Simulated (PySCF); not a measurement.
# Frequency calculation, with input and output: AsH4 (charge −1)

AsH4, charge −1, computed with RKS-based PBE0, As def2-TZVPD, H def2-TZVPD; non-relativistic Hamiltonian; density fitting (PySCF 2.14.0).

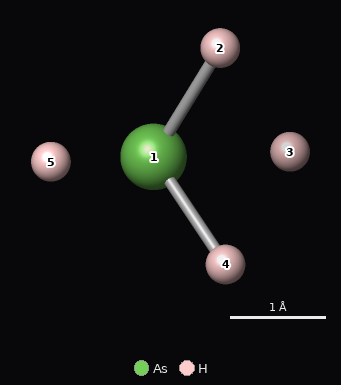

Fig. 1: The input geometry (ball-and-stick view, seen at a tilt; atoms are numbered from 1 in the order of the input). Bond lengths as drawn: As–H 1.52 Å.

**Input file**
```python
from pyscf import gto, scf, dft
mol = gto.M(atom='''
As    -0.021663    -0.023463    -0.000021
H      1.251280     0.168749     0.807576
H     -0.807931     1.035594     1.292949
H      0.069238     1.261518    -0.806311
H      1.097808    -0.721625    -1.292671''',
    basis={'As': 'def2-TZVPD', 'H': 'def2-TZVPD'},
    charge=-1, spin=0)
mf = dft.RKS(mol, xc='PBE0')
mf.grids.atom_grid = (75, 302)
aux = {'As': 'def2-universal-JKFIT', 'H': 'def2-universal-JKFIT'}
mf = mf.density_fit(auxbasis=aux)
mf.conv_tol = 1e-09
mf.diis_space = 10
mf.max_cycle = 60
mf.verbose = 4
mf.kernel()
```

The script is an equivalent of the set-up of the self-consistent field. The run itself was carried out by a driver, which started from the orbitals of the step before it where there was one and computed the further properties.

Hardware: 2 threads of Arm Neoverse N1, 60 GiB of memory available, shared host.

Launch command:
```bash
OMP_NUM_THREADS=2 python axn.py task.json out
```

**Output**
```
init E= -2237.92834717306
  HOMO = 0.022465545600503  LUMO = 0.164675233155351  gap/eV = 3.86972
cycle= 1 E= -2237.92834717305  delta_E= 1.23e-11  |g|= 4.86e-06  |ddm|= 7.64e-06
  HOMO = 0.0224659188269296  LUMO = 0.164675457138299  gap/eV = 3.86972
Extra cycle  E= -2237.92834717304  delta_E= 7.28e-12  |g|= 5.7e-06  |ddm|= 9.01e-06
converged SCF energy = -2237.92834717304
```

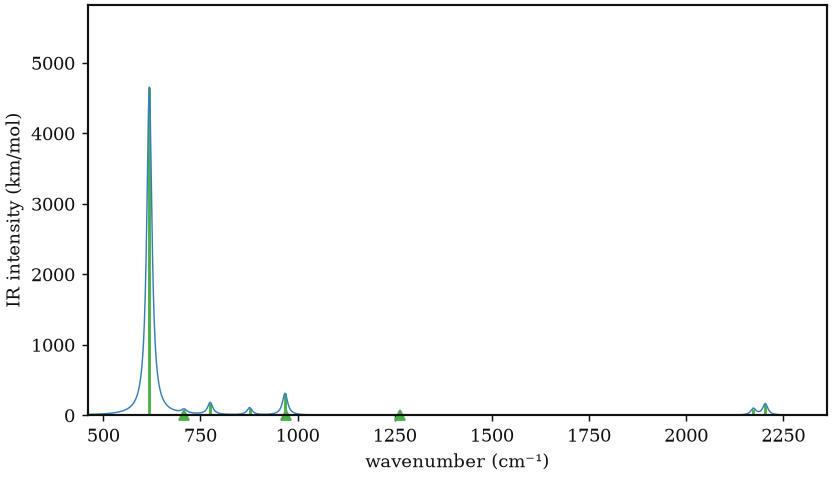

Fig. 2: Harmonic infrared spectrum, unscaled: sticks (degenerate modes added up, dark ones marked on the axis) with a Lorentzian envelope of 16 cm⁻¹ full width, scaled to the tallest stick. 9 modes from 618 to 2204 cm⁻¹, none imaginary. The strongest line is at 618 cm⁻¹ (4656 km/mol). All modes, in cm⁻¹ (km/mol): 618 (4656), 708 (53), 775 (172), 877 (102), 968 (312), 970 (0.0), 1265 (3.0), 2173 (93), 2204 (162).

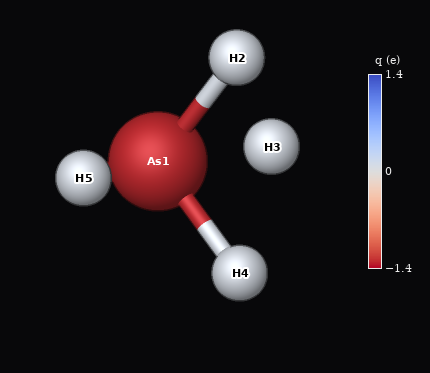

Fig. 3: Mulliken charges, as the colour of each atom (ball-and-stick view, seen at a tilt; atoms are numbered from 1 in the order of the input). By element: As −1.30 and H +0.07 to +0.08 e.

**Key numbers**

```json
{"quantity": "outcome", "value": "converged"}
{"quantity": "total energy", "value": "−2237.928347 hartree"}
{"quantity": "HOMO", "value": "0.61 eV"}
{"quantity": "LUMO", "value": "4.48 eV"}
{"quantity": "zero-point energy", "value": "0.024050 hartree"}
{"quantity": "wavenumbers, lowest and highest", "value": "618 and 2204 cm⁻¹"}
{"quantity": "wall time", "value": "42 s (CPU time 72 s)"}
{"quantity": "peak memory", "value": "1.2 GiB"}
```

**Remarks**

The highest filled orbital lies above zero: either the extra electron isn't bound at this level, or the self-interaction error of the functional lifts the level.
